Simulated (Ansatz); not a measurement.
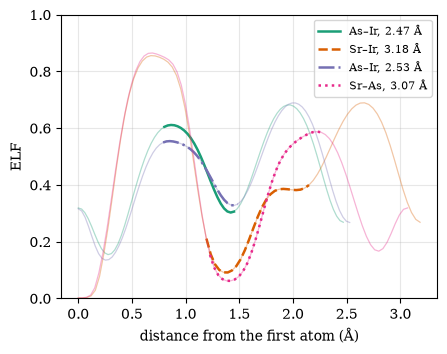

*SrAs₄Ir₆. Electron localisation function along straight lines between neighbouring atoms. Thin, pale parts lie inside the atomic spheres.*

Space group P-6m2; built by placing these elements on a known structure type; not relaxed (largest force 0.3 eV/Å); computed pressure about 3 GPa in this cell; computed without spin polarisation.

The calculation used DFT, PAW plane waves, r2SCAN (Ansatz 0.2.0).

Core electrons are frozen (PAW), and the valence fields are smoothed inside the atomic spheres.

Compare the contacts.

Answer. As–Ir (2.47 Å): the ELF is about 0.40 at the midpoint.
Sr–Ir (3.18 Å): the ELF is about 0.20 at the midpoint: no shared electron pair shows on this line.
As–Ir (2.53 Å): the ELF is about 0.40 at the midpoint.
Sr–As (3.07 Å): the ELF is about 0.10 at the midpoint; no shared electron pair shows on this line.
